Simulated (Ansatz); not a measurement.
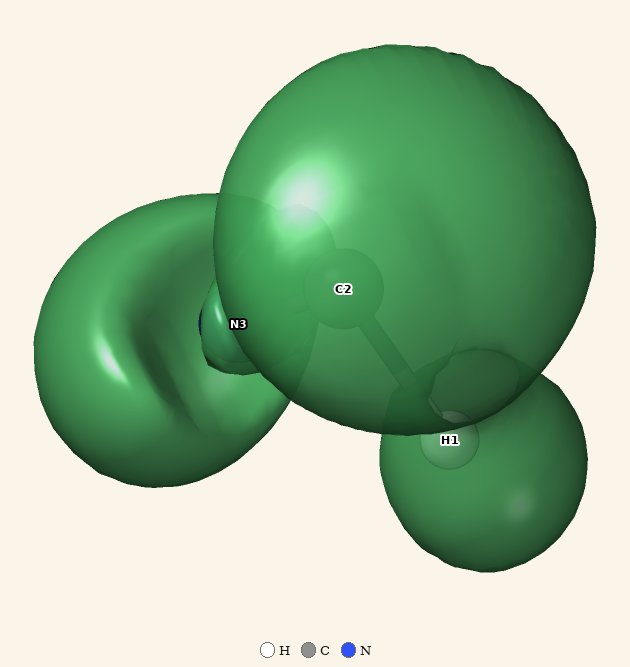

Figure 1: HCN. Isosurface of the electron localisation function at 0.85 (green), seen at an oblique angle. Only the valence region is drawn (cores and ρ < 0.01 e/Å³ removed).

A transition-state structure; geometry: PBE0-D4/def2-TZVP.

Method: RKS PBE0-D4/def2-TZVPP (Ansatz 0.2.0).

Input

```
crystal:
  periodic: [false, false, false]
  atoms:
    - {symbol: H, position_ang: [0.586053, 0.393885, -0.308442]}
    - {symbol: C, position_ang: [-0.570915, 0.214738, -0.163346]}
    - {symbol: N, position_ang: [-0.015138, -0.608623, 0.471788]}
basis:
  gaussian: {orbitals: def2-TZVPP}
hamiltonian: {xc: pbe0, dispersion: d4}
output: {orbitals: {seedname: orbitals}}
```

Run with:

```sh
ansatz run in.yaml --threads 2 --pin off --events-out ev --progress --plain --max-ram 4352MiB
```

> Describe the localisation domains.

At this value the surface marks out one region between bonded C–N atoms (shared pairs), one lobe on N, pointing away from the bonds (lone pairs) and one joined region spread over several atoms (C, H), in which their bonds and any lone pairs are merged. Along the contacts the grid gives the following. C–N (1.18 Å): the ELF peaks at about 0.90 between the atoms; a multiple bond. C–H (1.18 Å): the ELF climbs to about 1 towards the hydrogen, as it does in any bond to H.
